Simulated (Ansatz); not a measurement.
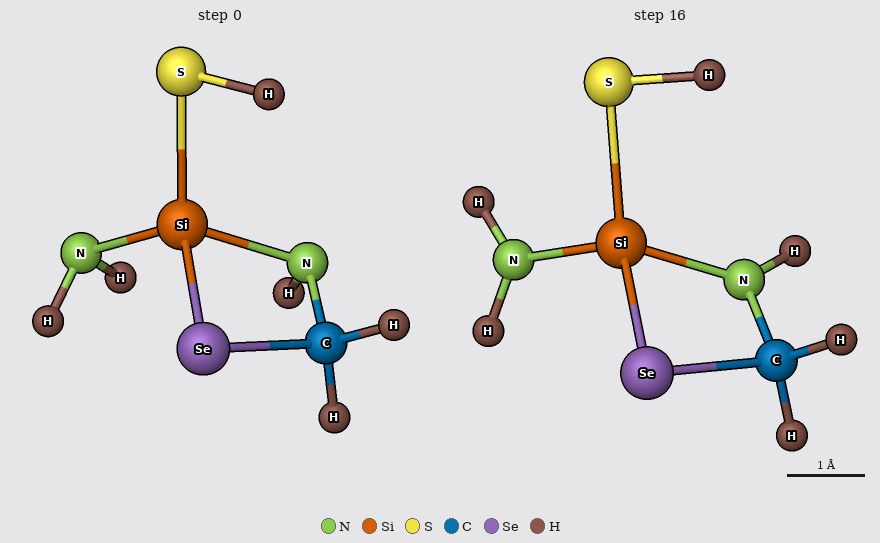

The structure of CH₆N₂SSeSi before (left) and after (right) a relaxation, at one scale.

Style: ball-and-stick. Shown at a tilt.

The run prepares an end point of a later path (torsion) calculation, from a guessed geometry.

Method: RKS BLYP-D4/def2-SVP (Ansatz 0.2.0).

The input:
```yaml
crystal:
  periodic: [false, false, false]
  atoms:
    - { symbol: "N", position_ang: [-1.6016, -1.1272, 0.8548] }
    - { symbol: Si, position_ang: [-0.5344, 0.2089, 0.3197] }
    - { symbol: S, position_ang: [1.52793, -0.32592, -0.05684] }
    - { symbol: "N", position_ang: [-0.70512, 1.69858, 1.34163] }
    - { symbol: C, position_ang: [-1.31186, 2.52895, 0.38524] }
    - { symbol: Se, position_ang: [-1.47165, 1.43174, -1.28507] }
    - { symbol: H, position_ang: [-2.4149, -1.0852, 0.1658] }
    - { symbol: H, position_ang: [-2.0067, -0.7667, 1.7558] }
    - { symbol: H, position_ang: [1.83251, 1.01097, -0.46226] }
    - { symbol: H, position_ang: [-1.42573, 1.38092, 2.06476] }
    - { symbol: H, position_ang: [-2.31457, 2.85931, 0.68888] }
    - { symbol: H, position_ang: [-0.64944, 3.39783, 0.15247] }
basis:
  gaussian: { orbitals: def2-SVP }
hamiltonian:
  xc: blyp
  dispersion: d4
relax:
  f_tol: 0.015
  max_steps: 40
```

Launched with:
```bash
ansatz run input.yaml --threads 2 --pin off --max-ram 3072MiB --backend cpu --events-out ev --progress --plain --runs-dir out
```

Describe what moved and what it gained.

Answer. After 16 geometry steps the energy has fallen by 22.0 kcal/mol. The largest force component goes from 2.7 to 0.0077 eV/Å. The atom that moves furthest after the best rigid fit is H8 (1.54 Å). By element the largest moves are H 1.54 Å, S 0.38 Å, Se 0.32 Å, C 0.29 Å, N 0.25 Å, Si 0.24 Å. Some distances before and after: Si2–Se6 2.225 → 2.323 Å, N1–Si2 1.792 → 1.721 Å, Si2–N4 1.815 → 1.746 Å, S3–H9 1.430 → 1.362 Å. Bond angles that change, for instance: Si2–N4–H10 101.6° → 133.4°, Si2–N1–H8 103.3° → 123.7°, Si2–N1–H7 103.4° → 121.6°. Groups turn about Si2–S3 by about 20°.
